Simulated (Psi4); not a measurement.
# C3H3 (cyclopropenyl radical): U-revPBE/def2-SVPD

Aim: the vertical electron affinity of C3H3 (cyclopropenyl radical) at U-revPBE/def2-SVPD, from 2 runs. 

The results are computed with Psi4 1.11.

## (1) The system as given

C3H3 has 6 atoms, charge 0, and is taken as a doublet. SMILES: `[CH]1C=C1`. Geometry: relaxed at PBE0-D4/def2-TZVP.

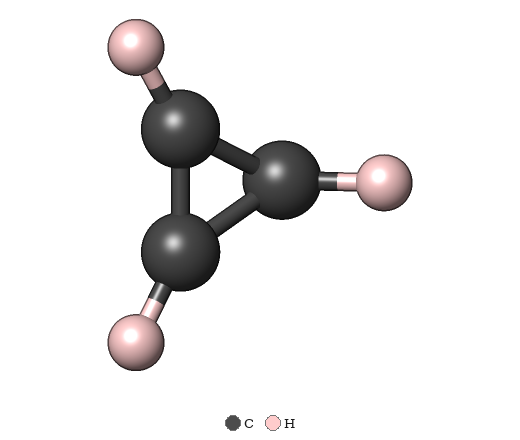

Viewed from a chosen angle; carbon dark grey, hydrogen pink.

## (2) A single-point energy at U-revPBE/def2-SVPD

Contents of c3h3.xyz:

```xyz
6
C3H3
C     -0.672510    -0.511460    -0.389220
C      0.569550     0.236690    -0.449260
C      0.154530    -0.120620     0.737460
H     -1.684210    -0.200530    -0.649440
H      1.315420     0.727680    -1.051860
H      0.317210    -0.131770     1.802310
```

Contents of calc.py:

```python
import psi4

psi4.set_memory('2200 MB')
psi4.set_num_threads(1)
psi4.core.set_output_file('c3h3.out', False)

with open('c3h3.xyz') as f:
    atoms = ''.join(f.readlines()[2:])
molecule = psi4.geometry('0 2\n' + atoms + 'symmetry c1')

psi4.set_options({
    'reference': 'uks',
    'puream': True,
    'e_convergence': 1e-09,
    'd_convergence': 1e-08,
    'scf_type': 'pk',
    'dft_radial_points': 99,
    'dft_spherical_points': 590,
    'maxiter': 100,
})

E, wfn = psi4.energy("revpbe/def2-SVPD", return_wfn=True)
psi4.oeprop(wfn, "MAYER_INDICES", "MULLIKEN_CHARGES", "QUADRUPOLE", title="REVPBE")
print(f'total energy {E:.8f} hartree = {E * 27.211386:.5f} eV')
```

Run with:

```
$ python calc.py
```

c3h3.out:

```text
[...]
  Running in c1 symmetry.
[...]
  Nuclear repulsion =   58.270541790479662
[...]
  Multiplicity = 2
[...]
  Nalpha       = 11
  Nbeta        = 10
[...]
    Number of basis functions: 84
[...]
   @UKS iter   1:  -115.56665184526595    3.07936e-02   8.13286e-03 ADIIS/DIIS
[...]
   @UKS iter  13:  -115.84868559687989   -5.82645e-13   4.04219e-09 DIIS
[...]
   @S^2 Observed:                7.526826568E-01
[...]
    Orbital Energies [Eh]
    ---------------------
    Alpha Occupied:
       1A     -9.944777     2A     -9.943895     3A     -9.924539
       4A     -0.820319     5A     -0.525061     6A     -0.520421
       7A     -0.460244     8A     -0.356755     9A     -0.304095
      10A     -0.282183    11A     -0.129767
    Alpha Virtual:
      12A     -0.054479    13A      0.022502    14A      0.030917
      15A      0.040265    16A      0.090189    17A      0.113972
      18A      0.117454    19A      0.144701    20A      0.144793
      21A      0.187862    22A      0.188853    23A      0.206327
      24A      0.216542    25A      0.227200    26A      0.249373
[...]
  @UKS Final Energy:  -115.84868559687989
   => Energetics <=
    Nuclear Repulsion Energy =             58.2705417904796619
    One-Electron Energy =                -269.5549377485585865
    Two-Electron Energy =                 112.6943474984098401
    DFT Exchange-Correlation Energy =     -17.2586371372107976
    Empirical Dispersion Energy =           0.0000000000000000
    VV10 Nonlocal Energy =                  0.0000000000000000
    Total Energy =                       -115.8486855968798892
[...]
 Multipole Moments:
 ------------------------------------------------------------------------------------
     Multipole            Electronic (a.u.)      Nuclear  (a.u.)        Total (a.u.)
 ------------------------------------------------------------------------------------
 L = 1.  Multiply by 2.5417464519 to convert [e a0] to [Debye]
 Dipole X            :          0.3856384           -0.0892078            0.2964306
 Dipole Y            :         -0.2435796            0.6838863            0.4403067
 Dipole Z            :          0.0615137            0.1747228            0.2362365
 Magnitude           :                                                    0.5809895
 L = 2.  Multiply by 1.3450342976 to convert [e a0^2] to [Debye ang]
 Quadrupole XX       :        -46.8612574           33.8096782          -13.0515792
 Quadrupole XY       :        -14.5088994           14.4177334           -0.0911660
[...]
  Mulliken Charges: (a.u.)
   Center  Symbol    Alpha    Beta     Spin     Total
       1     C     3.31155  2.45437  0.85719  0.23408
       2     C     2.92846  2.87250  0.05596  0.19904
       3     C     2.92852  2.87244  0.05608  0.19904
       4     H     0.57153  0.51599  0.05554 -0.08752
       5     H     0.62996  0.64234 -0.01238 -0.27229
       6     H     0.62998  0.64236 -0.01238 -0.27234
   Total alpha = 11.00000, Total beta = 10.00000, Total charge = -0.00000
  Mayer Bond Indices:
[...]
```

Standard output:

```text
total energy -115.84868560 hartree = -3152.40330 eV
```

It took 27 s on 1 thread of Intel Xeon Platinum 8259CL at 2.50GHz (Skylake/Cascade Lake), shared host; peak memory 1.1 GiB.

## (3) The singlet anion: energy and gradient at revPBE/def2-SVPD

Contents of input.in:

```
memory 2200 MB

molecule system {
  -1 1
  C     -1.27085972    -0.96651932    -0.73551920
  C      1.07629351     0.44727928    -0.84897836
  C      0.29201938    -0.22793877     1.39359743
  H     -3.18269564    -0.37894678    -1.22726373
  H      2.48578354     1.37511591    -1.98772732
  H      0.59944002    -0.24900921     3.40587229
  units au
  symmetry c1
  no_reorient
  no_com
}

set globals {
  basis def2-SVPD
  puream true
  e_convergence 1e-09
  d_convergence 1e-08
  scf_type pk
  dft_radial_points 99
  dft_spherical_points 590
}

result, w = gradient("revpbe", return_wfn=True)
oeprop(w, "LOWDIN_CHARGES", "MULLIKEN_CHARGES", "WIBERG_LOWDIN_INDICES", title="REVPBE")
```

Run with:

```
$ psi4 input.in input.out -n 1
```

input.out, shortened:

```text
[...]
  Running in c1 symmetry.
[...]
  Nuclear repulsion =   58.270541796810235
[...]
  Multiplicity = 1
[...]
  Nalpha       = 11
  Nbeta        = 11
[...]
    Number of basis functions: 84
[...]
   @RKS iter   1:  -115.18395161186973    4.13494e-01   1.16149e-02 DIIS/ADIIS
[...]
   @RKS iter  14:  -115.79537448838418   -1.38414e-11   4.82830e-09 DIIS
[...]
  @RKS Final Energy:  -115.79537448838418
   => Energetics <=
    Nuclear Repulsion Energy =             58.2705417968102353
    One-Electron Energy =                -274.6838648900869089
    Two-Electron Energy =                 118.0928235440411527
    DFT Exchange-Correlation Energy =     -17.4748749391486484
    Empirical Dispersion Energy =           0.0000000000000000
    VV10 Nonlocal Energy =                  0.0000000000000000
    Total Energy =                       -115.7953744883841836
[...]
 Multipole Moments:
 ------------------------------------------------------------------------------------
     Multipole            Electronic (a.u.)      Nuclear  (a.u.)        Total (a.u.)
 ------------------------------------------------------------------------------------
 L = 1.  Multiply by 2.5417464519 to convert [e a0] to [Debye]
 Dipole X            :          0.3081245            0.4872469            0.7953714
 Dipole Y            :          4.9065494           -3.7359129            1.1706364
 Dipole Z            :          1.5850507           -0.9545195            0.6305312
 Magnitude           :                                                    1.5493789
[...]
  -Total Gradient:
     Atom            X                  Y                   Z
    ------   -----------------  -----------------  -----------------
       1        0.043004895044     0.095276775557     0.043742760181
       2       -0.025187360439    -0.037345140903     0.002376161719
       3       -0.012262017295    -0.026220612716    -0.034626375383
       4        0.013704848305    -0.032121294553    -0.004877136919
       5       -0.013288103388    -0.002946967902     0.007159846630
       6       -0.005972018707     0.003357630254    -0.013775055017
[...]
  Mulliken Charges: (a.u.)
   Center  Symbol    Alpha    Beta     Spin     Total
       1     C     2.95247  2.95247  0.00000  0.09506
       2     C     3.05737  3.05737  0.00000 -0.11474
       3     C     3.05740  3.05740  0.00000 -0.11479
[...]
```

It took 24 s on 1 thread of Intel Xeon Platinum 8259CL at 2.50GHz (Skylake/Cascade Lake), shared host; peak memory 1.1 GiB.

## (4) Results

At U-revPBE/def2-SVPD:

| quantity | value |
| --- | --- |
| doublet C3H3: total energy | -115.84869 Eh |
| doublet C3H3: dipole moment | 1.48 D |
| doublet C3H3: HOMO energy (highest over α and β) | -3.53 eV |
| doublet C3H3: LUMO energy (lowest over α and β) | -1.62 eV |
| doublet C3H3: ⟨S²⟩ | 0.753 |
| singlet anion: total energy | -115.79537 Eh |
| singlet anion: HOMO energy | 4.40 eV |
| singlet anion: LUMO energy | 4.69 eV |
| singlet anion: HOMO–LUMO gap (to an unbound level, set by the basis) | 0.29 eV |
| singlet anion: largest force on an atom | 5.827 eV/Å |
| vertical electron affinity (to the singlet anion) | -1.451 eV |

In words: The anion lies 1.45 eV (140 kJ/mol) above the neutral: the electron isn't bound at this level, and such a value depends on the basis. Mulliken charges (doublet C3H3) run from -0.27 on H6 to +0.23 on C1; in a basis this large or diffuse they mean little. The HOMO (singlet anion) lies at positive energy, 4.40 eV, as semi-local functionals often give for anions; only total energies tell whether the electron is bound.
